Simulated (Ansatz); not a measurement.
# C2H8AlFSi: one species, many methods, part 2 of 2

Ansatz 0.2.0, Gaussian basis; functionals in def2-TZVPP, the program's frozen cores in correlated methods.

## 10. CCSD(T) in def2-TZVPP

Contents of in.yaml:

```yaml
crystal:
  periodic: [false, false, false]
  atoms:
    - {symbol: F, position_ang: [-1.854212, 0.833720, 1.053252]}
    - {symbol: C, position_ang: [-0.281047, 0.500202, 0.624669]}
    - {symbol: Al, position_ang: [-1.204315, -0.746088, 1.827304]}
    - {symbol: C, position_ang: [-0.211537, 0.426464, -0.838236]}
    - {symbol: Si, position_ang: [1.545556, -0.113227, -1.308212]}
    - {symbol: H, position_ang: [0.201416, 1.384654, 1.039716]}
    - {symbol: H, position_ang: [-1.025350, -0.587124, 3.391911]}
    - {symbol: H, position_ang: [-1.869621, -2.011581, 1.141595]}
    - {symbol: H, position_ang: [-0.411954, 1.377104, -1.345944]}
    - {symbol: H, position_ang: [-0.872304, -0.345398, -1.245697]}
    - {symbol: H, position_ang: [1.645546, -0.100250, -2.789056]}
    - {symbol: H, position_ang: [1.813248, -1.480465, -0.797521]}
    - {symbol: H, position_ang: [2.544974, 0.827389, -0.738981]}
basis:
  gaussian: {orbitals: def2-TZVPP}
correlation: {method: ccsd_t}
```

Command:

```
ansatz run in.yaml --threads 4 --pin off --events-out ev --progress --plain --max-ram 10444MiB
```

Output:

```text
Functional definition: HF
  name "HF"
  cite "Fock, Z. Phys. 61, 126 (1930) doi:10.1007/BF01340294"
  parent pbe
  exchange = exact_x
  correlation = 0
1682 factors; integrals over basis functions are off by at most 1.7e-3 eV
mean field evaluation 1: about -19336.7766 eV, gradient 3.3e1 eV
mean field evaluation 2: about -19337.0270 eV, gradient 3.3e1 eV
mean field evaluation 4: about -19340.3284 eV, gradient 4.8e0 eV
mean field evaluation 8: about -19340.4098 eV, gradient 3.3e-1 eV
mean field evaluation 16: about -19340.4105 eV, gradient 1.8e-6 eV
mean field -19340.41051607 eV, -710.7469770646 hartree, gradient 1.8e-6 eV, S^2 0.000000; 0 other end points of the search recorded, 0 dependent functions left out
13 core orbitals not correlated: weight in the atoms' cores, before any rotation towards them, 1.000 or more for the frozen orbitals, at most 0.000 for the correlated occupied ones
reference -19340.41051607 eV, -710.7469770646 hartree; 15, 15 occupied and 261, 261 virtual orbitals, 1682 factors
second order -21.90058665 eV of doubles, -0.00000000 eV of singles
cycle   1  -22.66040500 eV  change   -7.6e-1 eV  update   1.2e-1
cycle   2  -23.28509013 eV  change   -6.2e-1 eV  update   3.9e-2
cycle   3  -23.46653751 eV  change   -1.8e-1 eV  update   2.2e-2
cycle   4  -23.45575439 eV  change    1.1e-2 eV  update   5.2e-3
cycle   5  -23.45224721 eV  change    3.5e-3 eV  update   2.4e-3
cycle   6  -23.45317592 eV  change   -9.3e-4 eV  update   8.5e-4
cycle   7  -23.45292002 eV  change    2.6e-4 eV  update   3.9e-4
cycle   8  -23.45281072 eV  change    1.1e-4 eV  update   1.7e-4
cycle   9  -23.45291979 eV  change   -1.1e-4 eV  update   7.9e-5
cycle  10  -23.45292666 eV  change   -6.9e-6 eV  update   3.1e-5
perturbative correction -0.84687360 eV, -0.0311220307 hartree
Total energy: -19364.71031634 eV, -711.6399782533 hartree
```

It took 4.1 min on 4 threads of Arm Neoverse V1, shared host; peak memory 8.7 GiB.

## 11. MP2 in def2-QZVPP

Changes to in.yaml since step 10:

```diff
@@ -17,3 +17,3 @@
 basis:
-  gaussian: {orbitals: def2-TZVPP}
-correlation: {method: ccsd_t}
+  gaussian: {orbitals: "def2-QZVPP.json"}
+correlation: {method: mp2}
```

The command is unchanged.

Output:

```text
Functional definition: HF
  name "HF"
  cite "Fock, Z. Phys. 61, 126 (1930) doi:10.1007/BF01340294"
  parent pbe
  exchange = exact_x
  correlation = 0
3245 factors; integrals over basis functions are off by at most 1.0e-3 eV
mean field evaluation 1: about -19337.2232 eV, gradient 3.5e1 eV
mean field evaluation 2: about -19337.3705 eV, gradient 3.5e1 eV
mean field evaluation 4: about -19341.0085 eV, gradient 4.7e0 eV
mean field evaluation 8: about -19341.0905 eV, gradient 3.5e-1 eV
mean field -19341.09122333 eV, -710.7719925950 hartree, gradient 4.9e-6 eV, S^2 0.000000; 0 other end points of the search recorded, 0 dependent functions left out
13 core orbitals not correlated: weight in the atoms' cores, before any rotation towards them, 1.000 or more for the frozen orbitals, at most 0.000 for the correlated occupied ones
reference -19341.09122333 eV, -710.7719925950 hartree; 15, 15 occupied and 523, 523 virtual orbitals, 3245 factors
second order -23.57443189 eV of doubles, -0.00000000 eV of singles
Total energy: -19364.66565523 eV, -711.6383369878 hartree
```

Run time: 32 s. Hardware: 4 threads of Arm Neoverse V1, shared host; peak memory 4.2 GiB.

Energy pieces by basis (eV):

```tsv
basis	HF	MP2 correlation	CCSD correlation	(T)	total
def2-TZVPP	-19340.4105	-21.9006	-23.4529	-0.8469	-19364.7103
def2-QZVPP	-19341.0912	-23.5744			-19364.6657 (MP2)
```

The report of the def2-TZVPP run gives T1 = 0.0141.

## 12. Extrapolating to the complete basis

No new run: Hartree-Fock is extrapolated as exp(−7.88√X) and correlation as X^−2.97, with X = 3 and 4; only MP2 was run in the larger set, so CCSD(T) minus MP2 is added from the smaller one.

```tsv
level	energy at the limit (eV)
HF	-19341.1850
MP2	-19365.9993
CCSD	-19367.5516
CCSD(T)	-19368.3985
```

## 13. All levels against the reference

Free atoms (1 F, 2 C, 1 Al, 1 Si, 8 H) were run apart at each level; the atomisation energy is their sum less the molecule, without zero-point or spin-orbit terms.

Differences are taken before rounding.

```tsv
method	rung	atoms, summed (eV)	atomisation energy (kJ/mol)	from CCSD(T)/CBS (kJ/mol)	time
PBE-D4	GGA	-19339.364	4326.9	+19.2	3.3 s
r2SCAN-D4	meta-GGA	-19349.058	4317.5	+9.8	6.5 s
PBE0-D4	hybrid	-19341.681	4275.4	-32.2	3.9 s
B3LYP-D4	hybrid	-19355.079	4299.2	-8.4	7 s
ωB97X-V	range-separated	-19349.085	4325.3	+17.6	11 s
ωB97M-V	range-separated	-19349.768	4315.2	+7.6	16 s
B2PLYP	double hybrid	-19343.570	4249.1	-58.5	7.5 s
HF/def2-TZVPP	wavefunction	-19307.035	3220.2	-1087.5	
MP2/def2-TZVPP	wavefunction	-19318.509	4226.3	-81.4	
CCSD/def2-TZVPP	wavefunction	-19320.859	4149.3	-158.4	
CCSD(T)/def2-TZVPP	wavefunction	-19321.162	4201.8	-105.9	4.1 min
MP2/CBS	wavefunction	-19321.100	4332.1	+24.5	
CCSD(T)/CBS	wavefunction	-19323.753	4307.7	0	4.6 min
```

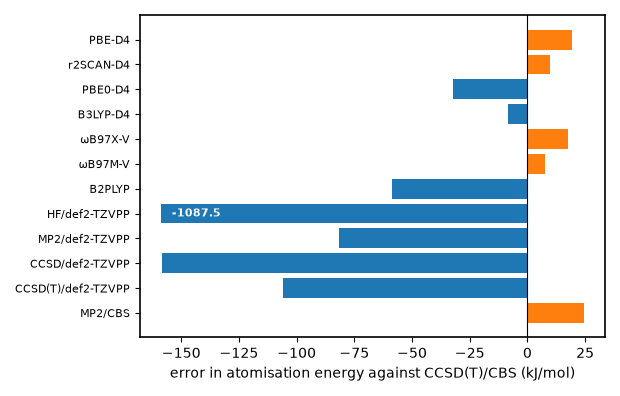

How far each level lands from CCSD(T)/CBS. Bars with a number in them are cut short.

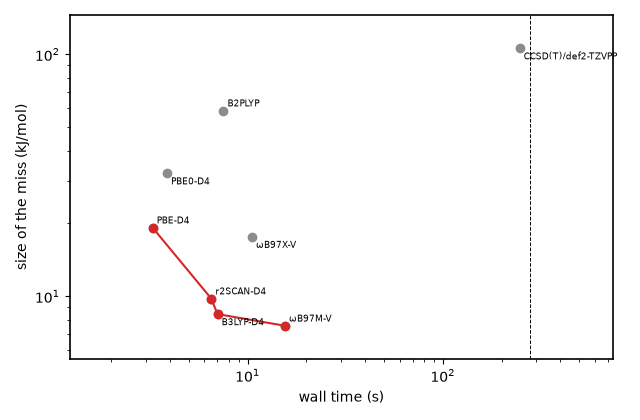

Miss against cost. Red marks the levels that no quicker level drawn beats (of those quicker than the yardstick), and the dashed line is the time of CCSD(T)/CBS. Times are from a shared host.

B2PLYP carry no dispersion term (for B3LYP, D4 adds 42.8 kJ/mol).

Times are those of the molecule's run; HF, MP2 and CCSD come out of the CCSD(T) runs, and the limit's time is the sum of the runs that it needs.

## 14. Outcome

This closing draws on all 2 parts.

| quantity | value |
| --- | --- |
| atomisation energy, CCSD(T)/CBS | 4307.7 kJ/mol |
| functionals within 21.5 kJ/mol (0.5 %) | PBE-D4, r2SCAN-D4, B3LYP-D4, ωB97X-V, ωB97M-V |
| farthest | B2PLYP (-58.5 kJ/mol) |
| mean size of error, hybrid | 20.3 kJ/mol |
| mean size of error, range-separated | 12.6 kJ/mol |
| gap, smallest and largest | 4.57 eV (PBE-D4), 11.51 eV (ωB97X-V) |
| T1 diagnostic | 0.0141 |
| triples share of the correlation energy | 3.5 % |

In words: PBE-D4 misses by +19.2 kJ/mol. Double hybrids carry the basis error of their MP2 part in triple zeta, and no dispersion term here, so their miss is partly the set-up's. The reference freezes the cores and leaves out relativity and excitations past (T), so misses under about 21.5 kJ/mol can't be ranked. Hartree-Fock recovers 75 % of the binding; the rest is correlation. Orbital gaps span 4.6 to 11.5 eV; exact exchange widens them.

For cost: ωB97M-V gets within 7.6 kJ/mol in 16 s, where CCSD(T)/CBS took 4.6 min; the quickest level in the cost chart, PBE-D4, takes 3.3 s and misses by 19.2 kJ/mol.
